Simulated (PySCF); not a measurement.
Al(Cl)(Et)(Vi), SMILES C=[CH][Al]([Cl])[CH2]C (C4H8AlCl) at its PBE0/def2-SVP optimised geometry (Å):

```
14

Al    -0.9546    -0.9126     0.0000
Cl    -1.8843    -2.8193     0.0003
C     -2.1548     0.6334     0.0000
C     -1.5615     2.0422     0.0011
H     -2.8251     0.4971     0.8700
H     -2.8242     0.4979    -0.8709
H     -0.9308     2.2250    -0.8838
H     -0.9324     2.2243     0.8873
H     -2.3436     2.8193     0.0007
C      0.9877    -0.9126     0.0000
C      1.7272     0.2093     0.0013
H      1.5394    -1.8639    -0.0012
H      2.8251     0.1923     0.0013
H      1.2779     1.2097     0.0025
```

Calculation: PySCF with PBE0/def2-TZVP.

Map of the electron localisation function on the plane z = 1.2 Å:

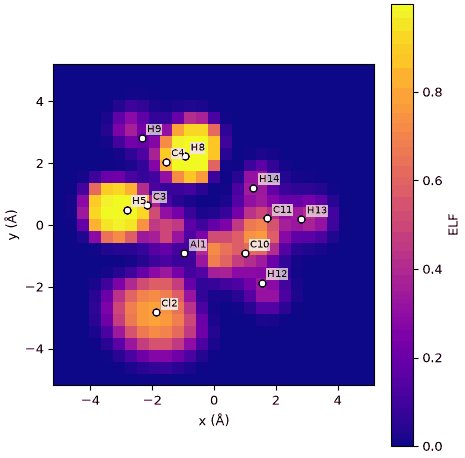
Figure. Electron localisation function on the plane z = 1.2 Å.
